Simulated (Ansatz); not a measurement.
```xyz
10

Al   -0.5133   -1.3232    0.1440
O     1.0844   -0.3758   -0.2828
F    -0.9852   -1.7392   -1.3932
F    -0.1345   -2.5392    1.1952
H    -0.5167    1.4538    0.7419
F    -1.3856   -0.0469    0.8291
H     0.9414    0.6230   -0.1119
O     0.2633    1.9361    0.3865
H     1.3327   -0.5085   -1.2097
H    -0.0863    2.5198   -0.2993
```

The calculation used Ansatz 0.2.0, RKS PBE0-D4/6-31G*.

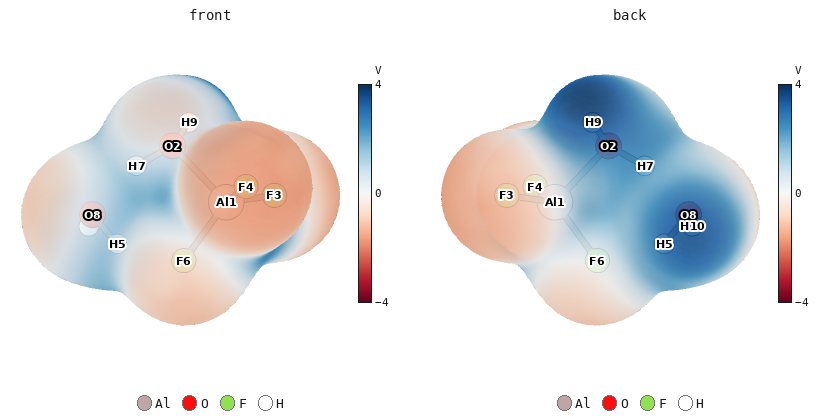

AlF3H2O···H2O. The molecular electrostatic potential painted on the density surface at 0.002 e/bohr³, seen from the front and from behind; the colour scale runs from red (negative) to blue (positive).

Which sites attract a positive test charge, and which a negative one?

A positive charge is drawn to the negative regions and a negative charge to the positive ones. The most negative region (about −1.7 V) lies over F4, the most positive (about +3.8 V) over H9.
